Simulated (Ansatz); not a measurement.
## InP, response to strain

The parent structure is InP in the zinc blende structure (space group F-43m, No. 216; a = 5.827 Å).

Strains are applied to the cell and any free atomic positions relax.

Level of theory: LDA, PAW, 420 eV (Ansatz, a quantum-chemistry and plane-wave program; without spin-orbit coupling).

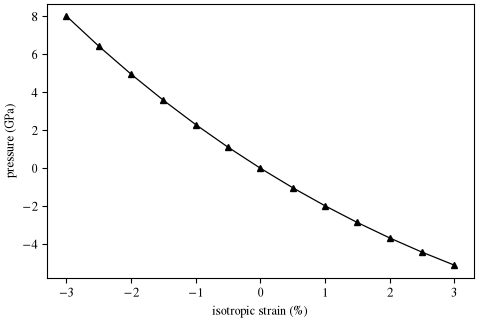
Pressure against isotropic strain

Task: From the plot, what is the pressure for isotropic strain −2.00 %?

Result: About 5 GPa.

Task: Is the trend monotonic over the range shown?

Result: Yes, it falls throughout, spanning -5.11 GPa to 8.02 GPa.

Whether these cells are dynamically stable was not tested.
